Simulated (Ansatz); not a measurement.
Be (hcp, Mg type): frozen-phonon scan

Relaxed Be (hcp, Mg type):

```
Be
1.0
    4.52899     0.00000     0.00000
   -1.13225     1.96111     0.00000
    0.00000     0.00000     3.56090
Be
4
Cartesian
  0.00000   1.30741   2.67067
  2.26449   1.30741   2.67067
  1.13225   0.65370   0.89022
  3.39674   0.65370   0.89022
```

A phonon eigenvector at M = (0.5, 0.0, 0.0) is frozen into this cell: atom i moves by Q times the vector below, so Q is the largest atomic displacement, in Å. The cell is held. (q is in reciprocal vectors of the primitive cell; the cell shown is doubled to hold the pattern.)

| atom | x | y | z |
|---|---|---|---|
| Be1 | 0.500 | -0.866 | 0.000 |
| Be2 | -0.500 | 0.866 | 0.000 |
| Be3 | -0.500 | 0.866 | 0.000 |
| Be4 | 0.500 | -0.866 | 0.000 |

Computed with PBE (plane waves to 420 eV, PAW, scalar-relativistic; Ansatz, a quantum-chemistry and plane-wave program). k mesh 23×23×13 (Γ-centred), Fermi-Dirac smearing 0.05 eV. The energy includes the smearing's −TS. With partly filled bands, energies and forces of such displacements shift with the k mesh and the smearing. Be was relaxed with its symmetry unable to fall. The PAW data are Ansatz's earlier set. The zero of ΔE is the undisplaced structure.

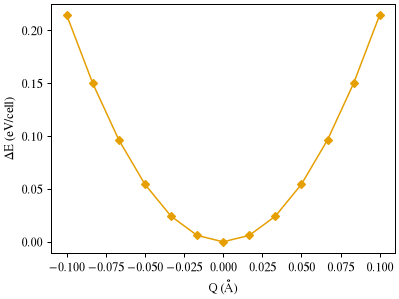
*ΔE (eV/cell) against Q (Å); one marker a computed point.*

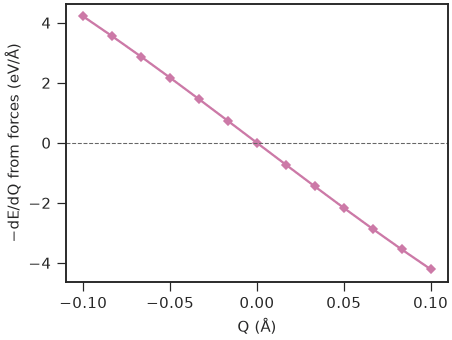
Fig. 1. −dE/dQ from forces (eV/Å) against Q (Å); one marker a computed point.

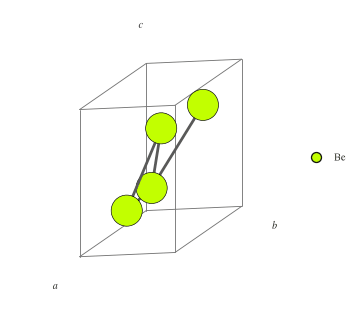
*The cell of the calculation at Q = -0.100 Å.*

Harmonic wavenumber from the curvature (finite differences): 575 cm⁻¹. Space group of the distorted cell: Pbcm (No. 57), lowered from P6_3/mmc. Shape of the curve: a single well with its minimum at or next to zero displacement. Symmetry of the curve: even: the same for both signs. Wavenumber by perturbation theory (DFPT, on another k mesh): 574 cm⁻¹.

E″ = 43.79 eV/Å², M = Σ mᵢ|uᵢ|² = 36.0 u, ν̃ = 521.5·√(|E″|/M).

(For displaced atoms, the force is minus the slope of the energy, and its curvature is a force constant, which sets phonon frequencies.)
